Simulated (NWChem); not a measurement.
# [AlF4]− (fluoroaluminate): levels of theory compared

Aim: a comparison of 6 runs (HF/STO-3G, HF/6-311+G**, PBE/6-311+G**, B3LYP/6-31G*, SVWN5/6-311+G**) of [AlF4]− (fluoroaluminate). 

The calculation is run with NWChem 7.3.0.

1 further run of the same task is left out (it didn't finish).

### Step 1. The system as given

[AlF4]−: 5 atoms, total charge -1, spin state singlet. SMILES: `[F][Al-]([F])([F])[F]`. The coordinates come from a PBE0-D4/def2-TZVPD relaxation.

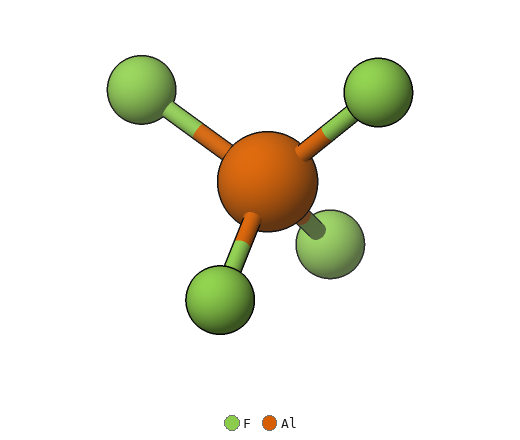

Viewed from a chosen angle; fluorine green, aluminium orange.

### Step 2. Energy and forces at HF/STO-3G (run 1)

File alf4.xyz:

```xyz
5
AlF4
F     -0.101500    -0.294000     1.660000
Al     0.000000     0.000000     0.000000
F     -1.343000     0.895800    -0.496200
F      0.034500    -1.469900    -0.831000
F      1.409900     0.868100    -0.332800
```

File alf4.nw:

```
START alf4
TITLE "AlF4"
memory 2200 mb
charge -1
GEOMETRY units angstroms noautosym nocenter noautoz
  load alf4.xyz
END
BASIS spherical bse
  * library STO-3G
END
SCF
  thresh 1e-08
  maxiter 80
  noprint "final vectors analysis"
END
TASK scf gradient
```

Command:

```bash
$ nwchem alf4.nw > alf4.out
```

Log:

```text
[...]
  functions       =    29
[...]
  wavefunction    = RHF
[...]
         Total SCF energy =   -631.216725018131
      One-electron energy =  -1386.965156910484
      Two-electron energy =    515.857908482595
 Nuclear repulsion energy =    239.890523409757
        Time for solution =      0.7s
[...]
                         RHF ENERGY GRADIENTS
    atom               coordinates                        gradient
                 x          y          z           x          y          z
   1 F      -0.191807  -0.555579   3.136945   -0.002017  -0.005839   0.032975
   2 Al      0.000000   0.000000   0.000000    0.000026   0.000016  -0.000004
   3 F      -2.537902   1.692817  -0.937682   -0.026675   0.017793  -0.009856
   4 F       0.065196  -2.777708  -1.570362    0.000684  -0.029201  -0.016509
   5 F       2.664325   1.640471  -0.628901    0.027983   0.017232  -0.006605
[...]
```

Wall time 1.4 s (1 thread of Intel Xeon Platinum 8488C (Sapphire Rapids), shared host); peak memory 0.098 GiB.

### Step 3. Energy and gradient at HF/6-311+G(d,p) (run 2)

File run.py:

```python
from ase import Atoms
from ase.calculators.nwchem import NWChem

mol = Atoms(['F', 'Al', 'F', 'F', 'F'], positions=[
    [-0.101500, -0.294000, 1.660000],
    [-0.000000, 0.000000, 0.000000],
    [-1.343000, 0.895800, -0.496200],
    [0.034500, -1.469900, -0.831000],
    [1.409900, 0.868100, -0.332800],
])

calc = NWChem(
    label='calc',
    theory='scf',
    memory='2200 mb',
    basis='6-311+G**',
    basispar='spherical bse',
    charge=-1,
    scf={'nopen': '0', 'rhf': None, 'thresh': '1e-08', 'maxiter': '80', 'print': 'low'},
)
mol.calc = calc

forces = mol.get_forces()
print("Total energy (eV):", round(mol.get_potential_energy(), 6))
print("forces (eV/A):")
for s, f in zip(mol.symbols, forces):
    print(f"{s:2s} {f[0]:10.5f} {f[1]:10.5f} {f[2]:10.5f}")
```

Command:

```bash
$ export ASE_NWCHEM_COMMAND="nwchem PREFIX.nwi > PREFIX.nwo"
$ python run.py
```

Log:

```text
Total energy (eV): -17420.499162
forces (eV/A):
F    -0.00581   -0.01707    0.09600
Al   -0.00103   -0.00067    0.00015
F    -0.07785    0.05188   -0.02874
F     0.00206   -0.08490   -0.04798
F     0.08264    0.05075   -0.01949
```

The calculator wrote calc.nwi:

```
title "calc"

permanent_dir calc

scratch_dir calc

start calc

geometry units angstrom nocenter noautosym noautoz
  F  -1.0150000000000001e-01 -2.9399999999999998e-01 1.6599999999999999e+00
  Al -0.0000000000000000e+00 0.0000000000000000e+00 0.0000000000000000e+00
  F  -1.3430000000000000e+00 8.9580000000000004e-01 -4.9619999999999997e-01
  F  3.4500000000000003e-02 -1.4699000000000000e+00 -8.3099999999999996e-01
  F  1.4098999999999999e+00 8.6809999999999998e-01 -3.3279999999999998e-01
end

charge -1

memory 2200 mb

basis spherical bse noprint
   * library 6-311+G**
end

scf
  nopen 0
  rhf
  thresh 1e-08
  maxiter 80
  print low
end

task scf gradient
```

calc.nwo:

```text
Northwest Computational Chemistry Package (NWChem) 7.3.0
             --------------------------------------------------------

           Job information
           ---------------

    nwchem branch   = 7.3.0
    use scalapack   = T
    input           = calc.nwi
    prefix          = calc.
    data base       = calc/calc.db
    status          = startup
    nproc           =        1

           Memory information
           ------------------

    heap     =     72089598 doubles =      550.0 Mbytes
    stack    =     72089595 doubles =      550.0 Mbytes
    global   =    144179200 doubles =     1100.0 Mbytes (distinct from heap & stack)
    total    =    288358393 doubles =     2200.0 Mbytes
    verify   = yes
    hardfail = no

[... 36 lines left out ...]
            Nuclear Dipole moment (a.u.)
[... 64 lines left out ...]
       Final RHF  results
[... 2 lines left out ...]
         Total SCF energy =   -640.191541394189
      One-electron energy =  -1386.232313793218
      Two-electron energy =    506.150248989272
 Nuclear repulsion energy =    239.890523409757

        Time for solution =     17.2s

                              NWChem Gradients Module
                              -----------------------

                         RHF ENERGY GRADIENTS

    atom               coordinates                        gradient
                 x          y          z           x          y          z
   1 F      -0.191807  -0.555579   3.136945    0.000113   0.000332  -0.001867
   2 Al      0.000000   0.000000   0.000000    0.000020   0.000013  -0.000003
   3 F      -2.537902   1.692817  -0.937682    0.001514  -0.001009   0.000559
   4 F       0.065196  -2.777708  -1.570362   -0.000040   0.001651   0.000933
   5 F       2.664325   1.640471  -0.628901   -0.001607  -0.000987   0.000379

 Task  times  cpu:       21.1s     wall:       21.1s
 Total times  cpu:       21.1s     wall:       21.1s
```

It took 22 s on 1 thread of Intel Xeon Platinum 8488C (Sapphire Rapids), shared host; peak memory 0.1 GiB.

Runs 3 to 4 aren't shown in full; the table further down has their settings and results.

### Step 4. Energy and gradient at B3LYP/6-31G(d) (Cartesian functions) (run 5)

File work.nw:

```
START work
memory stack 880 mb heap 220 mb global 1100 mb
charge -1
GEOMETRY units angstrom noautosym nocenter noautoz
 F    -0.101500   -0.294000    1.660000
 Al    0.000000    0.000000    0.000000
 F    -1.343000    0.895800   -0.496200
 F     0.034500   -1.469900   -0.831000
 F     1.409900    0.868100   -0.332800
END
BASIS cartesian
 * library 6-31G*
END
DFT
 xc b3lyp
 grid xfine
 convergence energy 1e-08
 maxiter 100
 mulliken
END
TASK dft gradient
```

Command:

```bash
$ nwchem work.nw > work.out
```

Log:

```text
[...]
          Wavefunction type:  closed shell.
          No. of atoms     :     5
          No. of electrons :    50
[...]
          Charge           :    -1
          Spin multiplicity:     1
[...]
          AO basis - number of functions:    79
[...]
              XC Information
              --------------
                         B3LYP Method XC Potential
                     Hartree-Fock (Exact) Exchange  0.200
                        Slater Exchange Functional  0.800 local
                    Becke 1988 Exchange Functional  0.720 non-local
              Lee-Yang-Parr Correlation Functional  0.810
                  VWN I RPA Correlation Functional  0.190 local
[...]
 d= 0,ls=0.0,diis     1   -642.0997593010 -8.82D+02  2.06D-02  6.17D-01     1.9
[...]
 d= 0,ls=0.0,diis     7   -642.1748648279 -1.11D-09  1.27D-07  1.21D-10    13.3
         Total DFT energy =     -642.174864827946
      One electron energy =    -1387.454023003245
           Coulomb energy =      566.535898821832
    Exchange-Corr. energy =      -61.147264056290
 Nuclear repulsion energy =      239.890523409757
[...]
      Total Density - Mulliken Population Analysis
     ---------------------------------------------
    Atom       Charge   Shell Charges
 -----------   ------   -------------------------------------------------------
    1 F    9     9.51   1.99  0.93  3.32  0.98  2.24  0.05
    2 Al  13    11.97   2.00  1.99  5.97  0.67  0.84 -0.03  0.33  0.20
    3 F    9     9.51   1.99  0.93  3.32  0.98  2.24  0.05
    4 F    9     9.51   1.99  0.93  3.32  0.98  2.24  0.05
    5 F    9     9.51   1.99  0.93  3.32  0.98  2.24  0.05
[...]
  wavefunction    = closed shell
                         DFT ENERGY GRADIENTS
    atom               coordinates                        gradient
                 x          y          z           x          y          z
   1 F      -0.191807  -0.555579   3.136945    0.000150   0.000439  -0.002471
   2 Al      0.000000   0.000000   0.000000    0.000021   0.000014  -0.000004
   3 F      -2.537902   1.692817  -0.937682    0.002002  -0.001335   0.000740
   4 F       0.065196  -2.777708  -1.570362   -0.000053   0.002186   0.001235
   5 F       2.664325   1.640471  -0.628901   -0.002120  -0.001303   0.000500
[...]
```

Run time: 17 s. Hardware: 1 thread of Intel Xeon Platinum 8488C (Sapphire Rapids), shared host; peak memory 0.13 GiB.

### Step 5. Energy and forces at SVWN5/6-311+G(d,p) (run 6)

File run.nw:

```
start run
memory stack 880 mb heap 220 mb global 1100 mb
charge -1

geometry noautosym nocenter noautoz
F       -0.101500      -0.294000       1.660000
Al       0.000000       0.000000       0.000000
F       -1.343000       0.895800      -0.496200
F        0.034500      -1.469900      -0.831000
F        1.409900       0.868100      -0.332800
end

basis spherical bse
* library 6-311+G**
end

dft
xc slater vwn_5
mult 1
grid fine
convergence energy 1e-08
iterations 100
mulliken
print medium
end

task dft gradient
```

Command:

```bash
$ nwchem run.nw > run.out
```

Log:

```text
[...]
          Wavefunction type:  closed shell.
          No. of atoms     :     5
          No. of electrons :    50
[...]
          Charge           :    -1
          Spin multiplicity:     1
[...]
          AO basis - number of functions:   118
[...]
              XC Information
              --------------
                        Slater Exchange Functional  1.000 local
                      VWN V Correlation Functional  1.000 local
[...]
 d= 0,ls=0.0,diis     1   -638.6285912676 -8.79D+02  1.39D-02  4.56D+00     1.8
[...]
 d= 0,ls=0.0,diis    10   -638.7816528633 -1.22D-10  4.45D-08  1.07D-10    12.6
         Total DFT energy =     -638.781652863263
      One electron energy =    -1385.326195583307
           Coulomb energy =      563.918863635199
    Exchange-Corr. energy =      -57.264844324912
 Nuclear repulsion energy =      239.890523409757
[...]
      Total Density - Mulliken Population Analysis
     ---------------------------------------------
    Atom       Charge   Shell Charges
 -----------   ------   -------------------------------------------------------
    1 F    9     9.32   1.07  0.93  1.20  1.05  2.30  0.93  1.87 -0.17  0.14  0.00
    2 Al  13    12.73   0.78  1.19  0.95  1.04  0.57  0.60  2.15  3.75  0.69  0.38 -0.06 -0.13  0.35  0.48
    3 F    9     9.32   1.07  0.93  1.20  1.05  2.30  0.93  1.87 -0.17  0.14  0.00
    4 F    9     9.32   1.07  0.93  1.20  1.05  2.30  0.93  1.87 -0.17  0.14  0.00
    5 F    9     9.32   1.07  0.93  1.20  1.05  2.30  0.93  1.87 -0.17  0.14  0.00
[...]
  wavefunction    = closed shell
                         DFT ENERGY GRADIENTS
    atom               coordinates                        gradient
                 x          y          z           x          y          z
   1 F      -0.191807  -0.555579   3.136945    0.000529   0.001536  -0.008665
   2 Al      0.000000   0.000000   0.000000    0.000019   0.000013  -0.000003
   3 F      -2.537902   1.692817  -0.937682    0.007013  -0.004677   0.002591
   4 F       0.065196  -2.777708  -1.570362   -0.000181   0.007671   0.004336
   5 F       2.664325   1.640471  -0.628901   -0.007380  -0.004542   0.001742
[...]
```

It took 17 s on 1 thread of Intel Xeon Platinum 8488C (Sapphire Rapids), shared host; peak memory 0.12 GiB.

### Step 6. All runs side by side

| run | level | iteration cap | module | energy (Eh) | largest force (eV/Å) | wall time |
| --- | --- | --- | --- | --- | --- | --- |
| 1 | HF/STO-3G | 80 | scf | -631.216725 | 1.725 | 1.4 s |
| 2 | HF/6-311+G** | 80 | scf | -640.191541 | 0.099 | 22 s |
| 3 | PBE/6-311+G** | 100 | dft | -641.825831 | 1.087 | 19 s |
| 4 | B3LYP/6-31G* (spherical functions) | 100 | dft | -642.166394 | 0.153 | 16 s |
| 5 | B3LYP/6-31G* (Cartesian functions) | 100 | dft | -642.174865 | 0.131 | 17 s |
| 6 | SVWN5/6-311+G** | 100 | dft | -638.781653 | 0.455 | 17 s |

### Step 7. Outcome

```
                                                    quantity          value
                                         run 6: total energy  -638.78165 Eh
                                          run 6: HOMO energy       -3.72 eV
                                          run 6: LUMO energy        3.53 eV
run 6: HOMO–LUMO gap (to an unbound level, set by the basis)        7.25 eV
                             run 6: largest force on an atom     0.455 eV/Å
```

What this shows: Over runs 4, 5, 6 the HOMO–LUMO gap runs from 7.25 eV (SVWN5/6-311+G**) to 9.98 eV (B3LYP/6-31G*). The two ends differ in method and basis. The empty levels of an anion lie above zero and hang on the basis. Totals of different functionals can't be ranked against each other. In run 1 the basis is minimal, so the values are rough. All runs together took 93 s, the longest 22 s.
